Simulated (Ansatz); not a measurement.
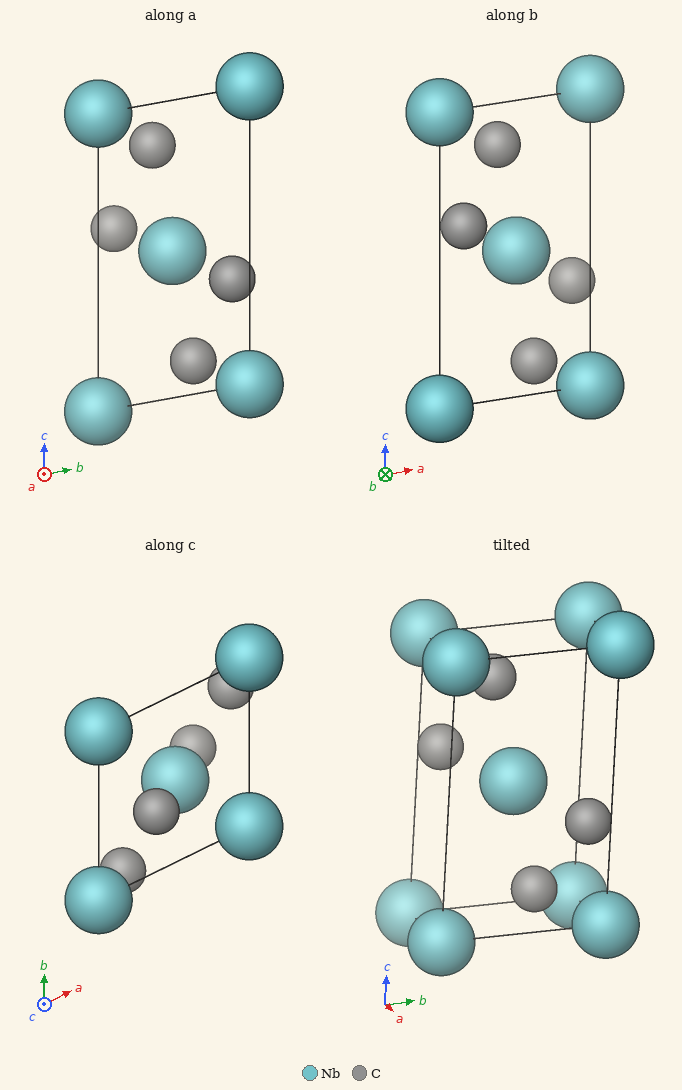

Figure: spheres-only view along the a axis, along the b axis, along the c axis and slightly off an axis. The frame is the unit cell; atoms at its boundary are shown with their periodic copies.

Lattice parameters: a = 3.632 Å, b = 3.666 Å, c = 6.448 Å, α = 74.01°, β = 74.86°, γ = 61.30°. Put a along x and b in the xy plane.

Convert the drawing into a POSCAR file, with free fractional coordinates to two decimals.

Answer.
```
Nb C
1.0
     3.632    0.000    0.000
     1.760    3.216    0.000
     1.684    1.103    6.125
Nb C
2 4
Direct
  0.00 0.00 0.00
  0.51 0.49 0.49
  0.63 0.63 0.11
  0.16 0.10 0.60
  0.88 0.89 0.36
  0.38 0.36 0.86
```

The model was built from a structure type filled with these elements by a generator (whether the compound takes this form wasn't checked). Earlier steps of the study may have refined or changed the cell and positions. It was set up as input for a calculation with Ansatz.
